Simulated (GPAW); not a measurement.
**LDA (PW92)/real-space grid (scalar-relativistic datasets) run of C2H2AlF (SMILES [F][Al]1[CH]=[CH]1)**

Aim: ionisation energies of C2H2AlF. 

The calculation is run with GPAW 26.7.0.

1 further run of the same task is left out (set aside as unsound or not needed). Runs told in other sessions of the task aren't counted.

### Step 1. The system as given

C2H2AlF: 6 atoms, total charge 0, spin state singlet. SMILES: `[F][Al]1[CH]=[CH]1`. The shape comes from GFN2-xTB, which is rough for such elements, and wasn't checked as a minimum.

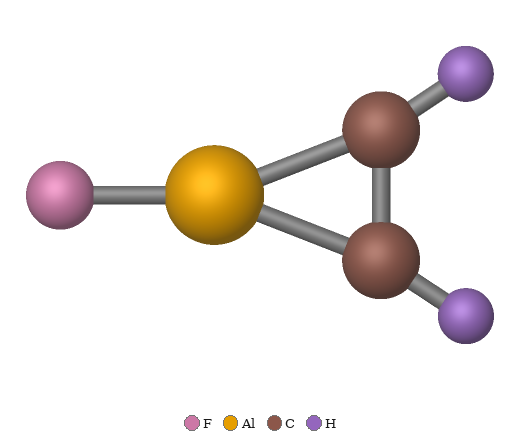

The structure, seen from a chosen angle (fluorine pink, aluminium amber, carbon brown, hydrogen purple).

### Step 2. Ionisation energies at LDA (PW92)/real-space grid (scalar-relativistic datasets)

Input file run.xyz:

```xyz
6

F     -1.815710    -1.830150     1.264150
Al    -0.772180    -0.776170     0.537210
C      0.899820    -0.020950    -0.028180
C     -0.178720     0.743700    -0.472200
H      1.939290     0.230760    -0.236940
H     -0.072510     1.652800    -1.064050
```

Input file calc.py:

```python
from ase.io import read
from gpaw import GPAW

# Geometry
atoms = read('run.xyz')
atoms.center(vacuum=5.0)

energies = {}
for name, charge, unpaired in [('neutral', 0, 0), ('oxidised', 1, 1), ('reduced', -1, 1)]:
    atoms.set_initial_magnetic_moments([unpaired / len(atoms)] * len(atoms))
    gpaw_calc = GPAW(mode='fd',
                     h=0.2,
                     xc='LDA',
                     charge=charge,
                     occupations={'name': 'fermi-dirac', 'width': 0.0, 'fixmagmom': unpaired > 0},
                     maxiter=100,
                     poissonsolver={'name': 'MomentCorrectionPoissonSolver', 'poissonsolver': 'fast', 'moment_corrections': 4},
                     symmetry='off',
                     txt='-')
    atoms.calc = gpaw_calc
    energies[name] = atoms.get_potential_energy()
    print(f'{name:10} {energies[name]:12.5f} eV')

ip = energies['oxidised'] - energies['neutral']
print(f'Vertical IP = {ip:.3f} eV')
ea = energies['neutral'] - energies['reduced']
print(f'Vertical EA             {ea:.3f} eV')
```

The run is started by

```sh
$ python3 calc.py
```

The program printed:

```text
[...]
Number of symmetries: 1
[...]
  Number of IBZ points: 1
[...]
Spin-components: 1 (collinear spins)
Bands:           16
[...]
  Valence electrons: 20.0
[...]
  Grid points: [68 68 60]
  Charge: 0.0  # |e|
[...]
    cutoffs:
[...]
occupation numbers:
  # Zero width
[...]
xc functional:
  name: None
[...]
|iter     |     time |      energy | eigst |  dens |
[...]
|iter:   1| 00:00:12 |  -38.921704 | +1.07 |       |
[...]
Converged in 15 steps
[...]
dipole moment: (0.077686, 0.081824, -0.054592)  # |e|*Ang
Fermi level: -4.245
[...]
Converged in 14 steps
[...]
|iter:  28| 00:03:44 |  -33.846455c| -7.73c| -5.60c|  +1.0000|
Converged in 28 steps
[...]
Energy contributions relative to reference atoms: (reference = -11339.243092)
Energy contributions:
  Kinetic:          37.157423
  Coulomb:         -34.297557
  Zero:              0.628886
  External:          0.000000
  Xc:              -37.335207
  Entropy:           0.000000
  Spinorbit:         0.000000
  ----------------------------
  Free energy:     -33.846455
  Extrapolated:    -33.846455
[...]
Total magnetic moment: (0.000000, 0.000000, 1.000000)
Local magnetic moments
|        x |        y |         z |
|----------|----------|-----------|
| 0.000000 | 0.000000 |  0.021006 |  # F    0
| 0.000000 | 0.000000 |  0.094470 |  # Al   1
| 0.000000 | 0.000000 |  0.029295 |  # C    2
| 0.000000 | 0.000000 |  0.030015 |  # C    3
| 0.000000 | 0.000000 | -0.000818 |  # H    4
| 0.000000 | 0.000000 | -0.000825 |  # H    5
Fermi levels: 2.356, 1.926
Eigenvalues  # (at kpt = [0.000, 0.000, 0.000])
| band index |      eig [eV] | occ [0-1] |      eig [eV] | occ [0-1] |
|------------|---------------|-----------|---------------|-----------|
|          0 |       -23.535 |     1.000 |       -23.467 |     1.000 |
|        ... |               |           |               |           |
|          3 |        -7.174 |     1.000 |        -7.091 |     1.000 |
|          4 |        -6.286 |     1.000 |        -6.191 |     1.000 |
|          5 |        -5.112 |     1.000 |        -5.034 |     1.000 |
|          6 |        -5.068 |     1.000 |        -4.996 |     1.000 |
|          7 |        -2.935 |     1.000 |        -2.763 |     1.000 |
|          8 |        -2.615 |     1.000 |        -2.539 |     1.000 |
|          9 |        -0.822 |     1.000 |        -0.669 |     1.000 |
|         10 |         1.722 |     1.000 |         2.130 |     0.000 |
|         11 |         2.582 |     0.000 |         2.692 |     0.000 |
|         12 |         2.685 |     0.000 |         2.909 |     0.000 |
[...]
Gap: 0.452 eV
Transition (v -> c):
  (s=1, k=0, n=10, [0.00, 0.00, 0.00]) -> (s=0, k=0, n=11, [0.00, 0.00, 0.00])
No difference between direct/indirect transitions
vacuum-level: 0.000  # V
reduced       -33.84645 eV
Vertical IP = 9.188 eV
Vertical EA             0.356 eV
```

Wall time 3.7 min (1 thread of Intel Xeon Platinum 8375C at 2.90GHz (Ice Lake), shared host); peak memory 1.1 GiB.

### Step 3. Summary of results

At LDA (PW92)/real-space grid (scalar-relativistic datasets):

| quantity | value |
| --- | --- |
| first ionisation energy | 9.19 eV |
